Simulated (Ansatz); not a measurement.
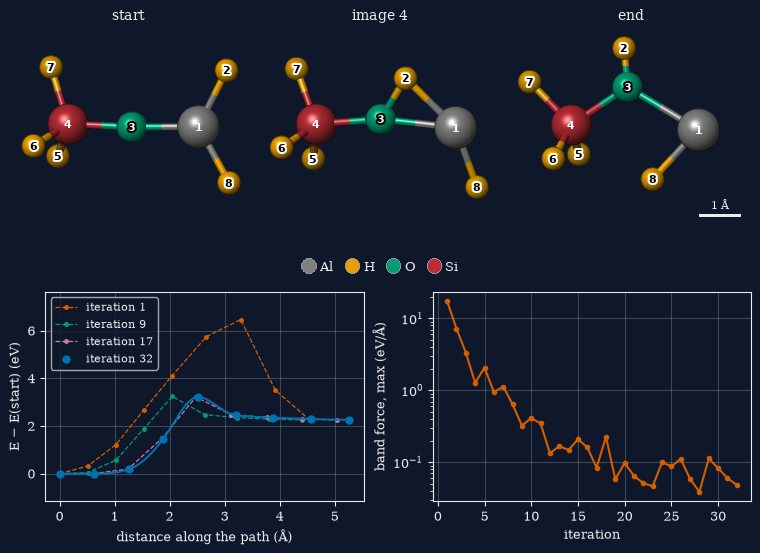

A search for the minimum-energy path of AlSiH₅O by the nudged elastic band. Images are numbered from 0 (start) to 8 (end). The plot follows the band through its iterations. The picture is a ball-and-stick view, seen at a tilt.

Computed with Ansatz, RKS B3LYP/6-31G*. Set-up: 7 movable images; climbing image; force threshold 0.05 eV/Å; iteration limit 60; starting path through a guess of the saddle point.

Judge this run.

Answer. The run is converged, with reservations. The band converged in 32 iterations. The largest component of the band force went from 17 to 0.048 eV/Å. The climbing image converged on the top of the path. Its vibrational analysis gives 2 imaginary modes over 30i cm⁻¹, so it isn't confirmed as a transition state. The first iteration put the highest image at 6.47 eV. The highest point, image 4, lies 3.22 eV above the start and 0.96 eV above the end; the end is at +2.26 eV relative to the start.

The run took 8.2 min on 1 thread of Arm Neoverse V1, on a shared host, peak memory 0.12 GiB.
